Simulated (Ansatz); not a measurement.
Cl6STi2

Input file:

```
crystal:
  periodic: [false, false, false]
  atoms:
    - {symbol: Ti, position_ang: [-0.893770, -1.341894, 0.712601]}
    - {symbol: Cl, position_ang: [-0.318247, -1.170282, 2.796643]}
    - {symbol: Cl, position_ang: [-1.624772, -3.341910, 0.325947]}
    - {symbol: Cl, position_ang: [-2.417748, 0.119632, 0.202298]}
    - {symbol: S, position_ang: [0.906742, -1.069478, -0.631910]}
    - {symbol: Ti, position_ang: [1.027639, 1.184133, -0.805873]}
    - {symbol: Cl, position_ang: [3.078309, 1.628444, -1.336242]}
    - {symbol: Cl, position_ang: [-0.296688, 1.897118, -2.368464]}
    - {symbol: Cl, position_ang: [0.538544, 2.094246, 1.105009]}
basis:
  gaussian: {orbitals: def2-TZVP, initial_orbitals: start.molden}
hamiltonian: {xc: pbe0, dispersion: d4}
scf: {omitted_lower_state_checks: [starts]}
output: {orbitals: {seedname: orbitals}}
```

Run with:

```sh
ansatz run in.yaml --threads 4 --pin off --events-out ev --progress --plain --max-ram 8704MiB
```

Geometry: r2SCAN-D4/def2-SVP.

Method: RKS PBE0-D4/def2-TZVP in Ansatz 0.2.0.

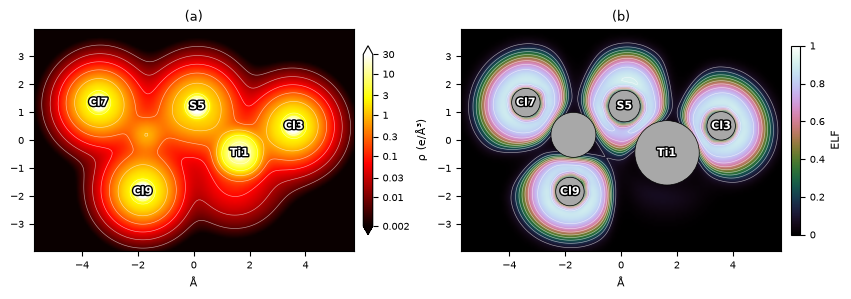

Figure 1. (a) electron density; (b) ELF on the plane of atoms Cl3, Ti1 and S5. Grey discs cover the atomic cores in the ELF map.

Interpret the plot.

- Atoms in the plane: Ti, Cl and S.
- Ti–Cl (2.16 Å): ρ at the midpoint is about 0.75 e/Å³; the ELF peaks at about 0.85 in the valence shell of Cl, 0.8 Å from its nucleus, and is about 0.50 at the midpoint.
- Ti–S (2.26 Å): the density is about 0.66 e/Å³ at the midpoint; the ELF peaks at about 0.85 in the valence shell of S, 0.9 Å from its nucleus, and is about 0.55 at the midpoint.

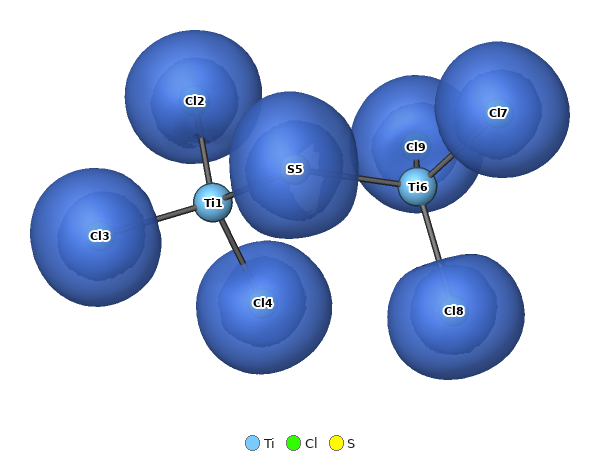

Figure 2. Isosurface of the ELF at 0.8 (blue), seen at a tilt. Only the valence region is drawn (cores and ρ < 0.01 e/Å³ removed).

Describe the localisation domains.

The surface consists of six regions wrapped around Cl (the valence shell of each) and one region wrapped around S (its valence shell).

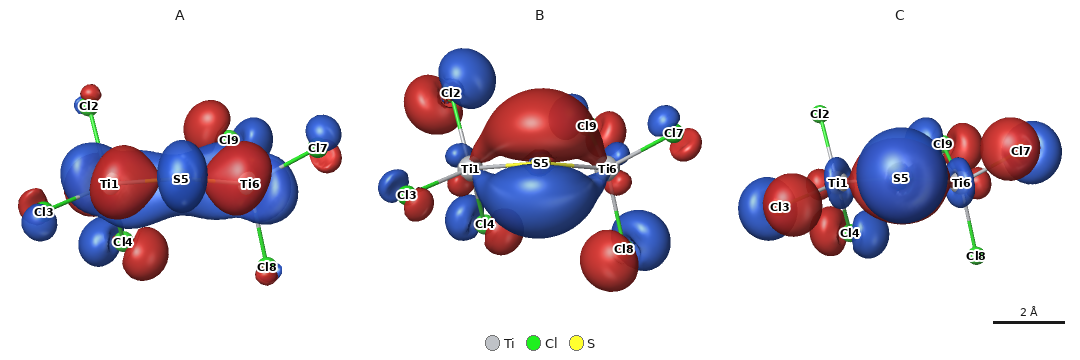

Figure 3. Three frontier orbitals at ±0.08 Å⁻³ᐟ² (red and blue are the two phases), in no order.

Order the three orbitals by energy and name them.

C is the HOMO−1 (−9.39 eV). Its weight (Hirshfeld) is mainly on S5 (about 50 %), Cl3 (about 10 %), Cl7 (about 10 %), Ti1 (about 10 %) and Ti6 (about 10 %); largely a combination of lone pairs on S5, Cl3 and Cl7. B is the HOMO (−8.70 eV). By Hirshfeld shares it lies mainly on S5 (about 55 %), Cl2 (about 10 %), Cl8 (about 10 %), Ti1 (about 5 %) and Ti6 (about 5 %). A is the LUMO (−4.16 eV). Its weight (Hirshfeld) is mainly on Ti1 (about 35 %), Ti6 (about 35 %) and S5 (about 10 %).

What is the HOMO–LUMO gap?

4.54 eV between the orbital energies.
